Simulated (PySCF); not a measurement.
Br4Ti, SMILES `Br[Ti](Br)(Br)Br`.

Level of theory: ωB97X/def2-TZVP (PySCF), at a geometry from GFN2-xTB. This is a single-reference result, which may miss multireference character in this system. No frequency check shows the geometry to be a minimum. GFN2-xTB bond lengths at metals and heavier atoms can be off by up to 0.1 Å and shapes distorted, which carries into these values.

Cartesian coordinates (Å):

```
Br1     -1.3526    1.8713   -0.3958
Ti2     -0.0002    0.0000   -0.0000
Br3     -1.3526   -1.8714    0.3958
Br4      1.3527    0.3958    1.8713
Br5      1.3526   -0.3959   -1.8713
```

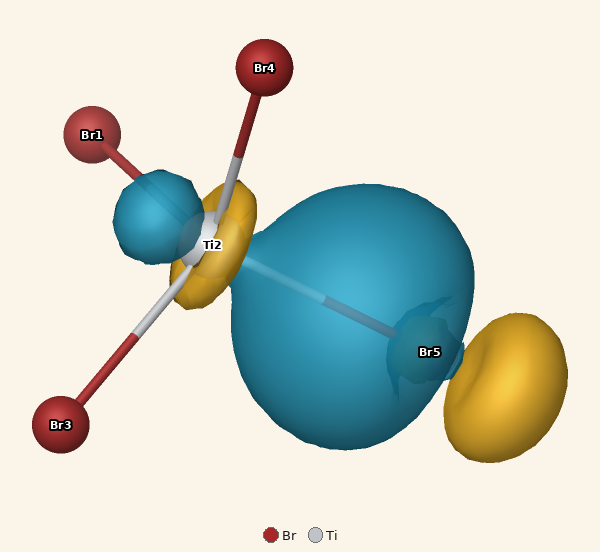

Intrinsic bond orbitals (IBO), occupied; each surface holds about 85 % of the orbital's density. Energies are diagonal elements of the Fock matrix.

**What does this orbital represent?**

σ bond Br5–Ti2 (Br5 80 %, Ti2 20 %; −16.6 eV).
